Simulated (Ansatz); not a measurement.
# Pt3Rh (Pm-3m): scan of the energy under strain in Python

A script is to give a scan of the energy under strain; the system is Pt3Rh (Pm-3m).

Program: Ansatz 0.2.0, driven from Python. Level of theory: DFT PBEsol, plane waves, PAW. These are calculated values, not measurements.

## 1. The system

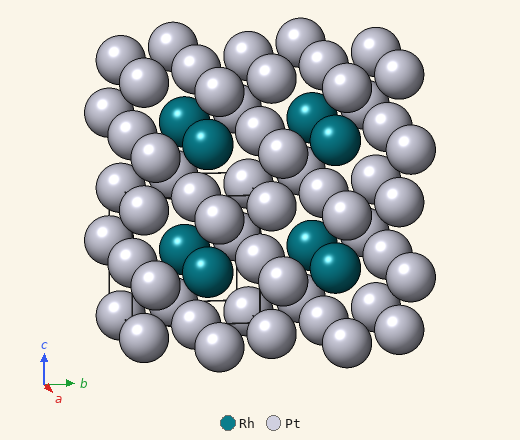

The structure that the script starts from, seen slightly off an axis (rhodium blue, platinum light grey). 2×2×2 cells are drawn. Atoms on cell faces are repeated.

The script holds or builds the structure itself.

## 2. Script

The input, strain.py:

```python
import ansatz as az
import numpy as np
from tabulate import tabulate

vectors0 = np.array([
    [3.909869, 0.0, 0.0],
    [0.0, 3.909869, 0.0],
    [0.0, 0.0, 3.909869],
])
sites = [
    ("Rh", [0.5, 0.5, 0.5]),
    ("Pt", [0.5, 0.0, 0.0]),
    ("Pt", [0.0, 0.5, 0.0]),
    ("Pt", [0.0, 0.0, 0.5]),
]


def make_crystal(cell):
    crystal = az.Crystal(lattice=az.Lattice.of(cell))
    for symbol, position in sites:
        crystal = crystal.atom(symbol, position)
    return crystal

values = np.linspace(-0.01, 0.01, 7)
energies = []
for d in values:
    strain = np.diag([d, d, 0])
    cell = vectors0 @ (np.eye(3) + strain)
    setup = (
        make_crystal(cell).calculation()
        .functional("PBEsol")
        .occupations(az.OccupationsMethod.COLD, width=0.1)
        .basis(520)
        .kpoints(9, 9, 9)
        .stress()
    )
    r = setup.run().report
    energies.append(r["free_energy_ev"] / len(sites))
    s = r["stress_gpa"]
    print(f"d = {d:+.4f}  stress xx yy zz xy (GPa, compression positive): {s[0][0]:8.3f} {s[1][1]:8.3f} {s[2][2]:8.3f} {s[0][1]:8.3f}")
energies = np.array(energies)

print(tabulate(zip(values, 1000 * (energies - energies.min())), headers=["strain", "dE (meV/atom)"], floatfmt=".3f"))
curvature = 2 * np.polyfit(values, energies, 3)[1]
volume = abs(np.linalg.det(vectors0)) / len(sites)
print(f"d2E/dd2 over the volume: {curvature / volume * 160.21766:.1f} GPa")
```

## 3. What the engine is handed

The engine receives this input (first run):

```yaml
crystal:
  lattice:
    - [3.87077031, 0.0, 0.0]
    - [0.0, 3.87077031, 0.0]
    - [0.0, 0.0, 3.909869]
  atoms:
    - { symbol: Rh, position: [0.5, 0.5, 0.5] }
    - { symbol: Pt, position: [0.5, 0.0, 0.0] }
    - { symbol: Pt, position: [0.0, 0.5, 0.0] }
    - { symbol: Pt, position: [0.0, 0.0, 0.5] }
basis:
  ecutwfc: 520.0
kpoints:
  mp_grid:
    grid: [9, 9, 9]
hamiltonian:
  xc: pbesol
scf:
  occupations:
    method: cold
    width: 0.1
output:
  stress: true
```

## 4. The run

Launch:

```bash
> python strain.py
```

What it wrote:

```text
d = -0.0100  stress xx yy zz xy (GPa, compression positive):    0.497    0.497   -1.177    0.000
d = -0.0067  stress xx yy zz xy (GPa, compression positive):   -1.622   -1.622   -2.702    0.000
d = -0.0033  stress xx yy zz xy (GPa, compression positive):   -3.652   -3.652   -4.174   -0.000
d = +0.0000  stress xx yy zz xy (GPa, compression positive):   -5.595   -5.595   -5.595    0.000
d = +0.0033  stress xx yy zz xy (GPa, compression positive):   -7.455   -7.455   -6.968    0.000
d = +0.0067  stress xx yy zz xy (GPa, compression positive):   -9.232   -9.232   -8.296   -0.000
d = +0.0100  stress xx yy zz xy (GPa, compression positive):  -10.926  -10.926   -9.584    0.000
  strain    dE (meV/atom)
--------  ---------------
  -0.010            0.000
  -0.007            0.352
  -0.003            1.988
   0.000            4.862
   0.003            8.930
   0.007           14.149
   0.010           20.473
d2E/dd2 over the volume: 1152.5 GPa
```

It took 58 s on 1 thread of Arm Neoverse V2, shared host; peak memory 0.53 GiB.

## 5. What changed from run to run

The engine's inputs for some of the other runs:

Run 2, against run 1:

```diff
@@ -3,2 +3,2 @@
-    - [3.87077031, 0.0, 0.0]
-    - [0.0, 3.87077031, 0.0]
+    - [3.8838032066666663, 0.0, 0.0]
+    - [0.0, 3.8838032066666663, 0.0]
```

Run 5, against run 1:

```diff
@@ -3,2 +3,2 @@
-    - [3.87077031, 0.0, 0.0]
-    - [0.0, 3.87077031, 0.0]
+    - [3.922901896666667, 0.0, 0.0]
+    - [0.0, 3.922901896666667, 0.0]
```

Run 7, against run 1:

```diff
@@ -3,2 +3,2 @@
-    - [3.87077031, 0.0, 0.0]
-    - [0.0, 3.87077031, 0.0]
+    - [3.94896769, 0.0, 0.0]
+    - [0.0, 3.94896769, 0.0]
```

## 6. Run by run

The 7 runs, in the order started:

```tsv
run	strain	energy from run 1 (meV/atom)	pressure (GPa)	SCF cycles	CPU time (s)
1	-0.010	0.00	-0.06	6	8.1
2	-0.007	0.35	-1.98	6	8.1
3	-0.003	1.99	-3.83	6	9.1
4	0.000	4.86	-5.60	6	4.6
5	0.003	8.93	-7.29	6	9
6	0.007	14.15	-8.92	6	8.3
7	0.010	20.47	-10.48	6	8.4
```

Energies are free energies F = E - TS of the smeared occupations. 

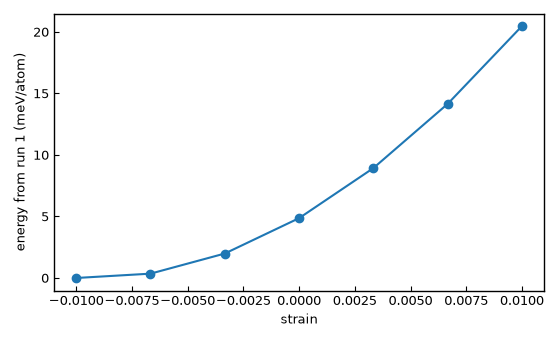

Energy against strain; lines join the points.

## 7. Results

| quantity | value |
| --- | --- |
| curvature under the strain | 1152.5 GPa |
| runs compared | 7 |
| range of energy | 20.47 meV/atom |
| lowest point, strain | -0.010 |

Against the unstrained cell the energy per atom changes by -4.86 meV at one end of the scan and +15.61 meV at the other, and its second derivative over the volume is 1152.5 GPa. The lowest row is an end of the scan, as the cell stands under stress. Caveats:
- The curvature belongs to this strain pattern and to the cell's stress; it equals a single elastic constant only for simple patterns.
- In a metal a curvature from energy changes of a few meV or less hangs on mesh and smearing, in size and even in sign.
- Spin-orbit coupling, which matters for elements this heavy, is left out.
- At these settings the cell as given stands under about -6 GPa, so it isn't at this functional's equilibrium volume.
- This cell is a computed structure, which may not be the phase found in nature.
- The ions keep their fractional positions (clamped ions).
